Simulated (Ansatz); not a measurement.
Si3H4C3 (hydrogen-terminated (110) film, 3 layers), computed twice by G0W0.

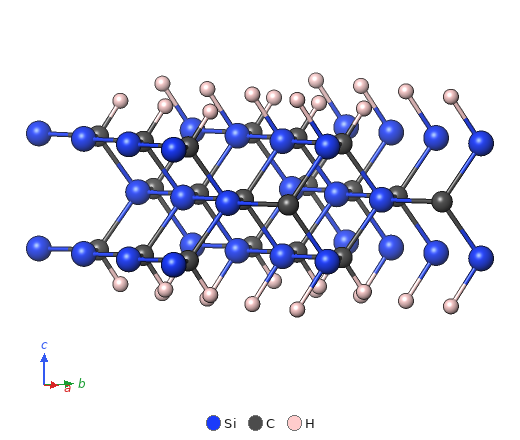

The structure (silicon blue, carbon dark grey, hydrogen pink). 3×2×1 cells are drawn. Some periodic images of atoms are drawn too.

The cell holds 10 atoms: 3 Si, 3 C and 4 H. Its edges and angles: a = 3.083 Å, b = 4.360 Å, c = 34.200 Å, α = 90.0°, β = 90.0°, γ = 90.0°. It derives from SiC. Vacuum lies along c.

```xyz
10
Lattice="3.0830 0.0000 0.0000 0.0000 4.3600 0.0000 0.0000 0.0000 34.2000" Properties=species:S:1:pos:R:3
Si    3.0830    0.0191   15.5901
C     3.0830    3.2700   17.1000
Si    1.5415    2.1962   17.1000
C     1.5415    1.0663   15.6073
Si    0.0000    0.0191   18.6099
C     1.5415    1.0663   18.5927
H     3.0830    3.5229   14.3495
H     1.5415    1.6926   14.6932
H     3.0830    3.5229   19.8505
H     1.5415    1.6926   19.5068
```

The structure was relaxed with LDA (ions only). The runs that relaxed it are not among those shown.

The first (Ansatz 0.2.0; start LDA, 6×4×1 mesh, 678 empty bands, screening to 75 eV, PAW set soft_1 files; 1 × NVIDIA H100 80GB HBM3 (shared by 6 runs) with 3 threads of AMD EPYC 7R13 (Zen 3), shared host) gave, on its mesh: starting gap 2.63 eV, G0W0 gap 4.32 eV, mean of 1 + 4πα/V (set by the cell height) 1.59, 70 s.

The second gave: starting gap 2.63 eV, G0W0 gap 4.06 eV, mean of 1 + 4πα/V (set by the cell height) 1.60, 35 s.

Q: What was changed in the input? Choose among start, files, mesh, bands and cutoff, frequency model or another key.

Changed: empty bands from 678 to 274 and screening cutoff (eV) from 75.0 to 41. The starting gap stayed, which rules out the functional and points to the GW step. Other changes could give like numbers; this is the one that was made.

Limits: not at the basis limit; coarse mesh for a sheet.

[Paths, hosts, dates, memory and timing lines, banners, echoed tables and standing remarks are left out of the program output.]

[Logs are printed without paths, hosts, clocks, repeated set-up lines and the standing remarks that a program may print on its own settings, such as how far it seeks lower states.]

[Runs of the session that timed out or met a known fault of the program may be left out.]

[Cells called generated may have been cut or substituted from an entry of the Crystallography Open Database or the Materials Project.]

[Hosts, paths, dates, database ids (printed as entryN), source tags and the programs' standing remarks are cut or masked in the printed files.]
